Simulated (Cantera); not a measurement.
Feed: 1 mol SiC, 0.11 mol H2O, a varied amount of H2, equilibrated at 1548 K and 0.230 bar.

Equilibrium computed with Cantera from the NASA thermochemical tables; the gas is ideal and each condensed phase is pure. Candidate condensed phases: C, C6H6, C7H8, C8H18, H2O, Si, SiC, SiO2; 123 gas species. Mutual solubility and eutectic melting of coexisting phases are not modelled. The tables hold silica as quartz up to 1696 K and as liquid above; real silica turns to tridymite and cristobalite and melts near 1996 K. Equilibrium is a limit: real reactors are often held back by kinetics, nucleation or transport.

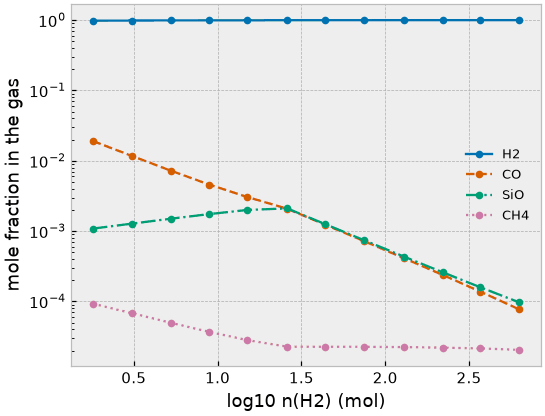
Equilibrium gas composition (values under 1e-9 drawn at 1e-9)

From 1.8 mol H2 to 15 mol H2 the condensed part is SiC(s) + SiO2(β-quartz). From 26 mol H2 to 630 mol H2 the condensed part is SiC(s). The main Si-bearing gas is SiO throughout. The share of Si in condensed phases is highest at 1.8 mol H2 (99.8 %) and lowest at 630 mol H2 (93.8 %).
